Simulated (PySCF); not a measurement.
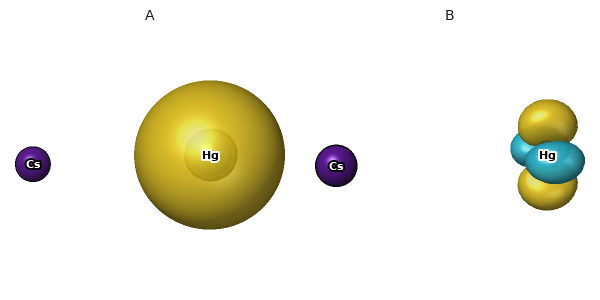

Figure. CsHg (doublet). Two frontier α-spin orbitals, each drawn at the value that holds 80 % of its norm (yellow and cyan are the two phases), in no order; of a degenerate pair one member is drawn.

Core potentials replace the inner electrons of Cs and Hg.

The calculation used PBE0/def2-SVP, non-relativistic Hamiltonian with scalar-relativistic core potentials where named, at a bond length of 4.508 Å (PySCF).

Question: Name the orbitals and rank them from lowest to highest energy.

Answer: Orbital B: δ, occupied in this spin, −11.71 eV; almost wholly on Hg.
Orbital A: σ, occupied in this spin, −7.61 eV; almost wholly on Hg.
